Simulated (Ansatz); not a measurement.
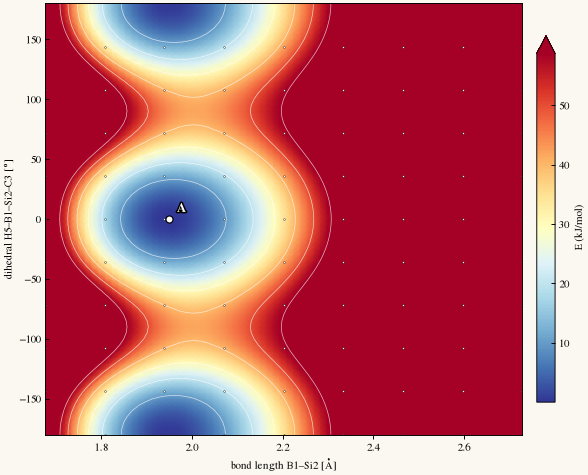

CH4BClSi, SMILES B[SiH]=CCl. The first coordinate is: bond length B1–Si2; the second: dihedral H5–B1–Si2–C3. Nothing is relaxed (all other coordinates rigid). The grid has 9 × 10 points; 54 points were computed and 36 follow by symmetry. Points are written as (first, second). All energies are given in kJ/mol relative to the relaxed molecule at the same level. All numbers below come from RKS r2SCAN-D4/def2-TZVP in Ansatz.

Drawn: a smooth colour map with a few white contour lines, dots at the grid points, one colour for all values above the top of the scale, the well A. Between grid points the surface is interpolated.

Question: Where is the minimum, and how stiff is the well along each coordinate? Take the well at A.

Answer: The interpolated minimum is at bond length B1–Si2 ≈ 1.949 Å, dihedral H5–B1–Si2–C3 ≈ 0°. The curvatures there are about 15 eV/Å² and 0.61 eV/rad², with a cross term of about 0 eV/(Å·rad). Round the minimum the two coordinates are nearly uncoupled. (1 eV is 96.5 kJ/mol.)
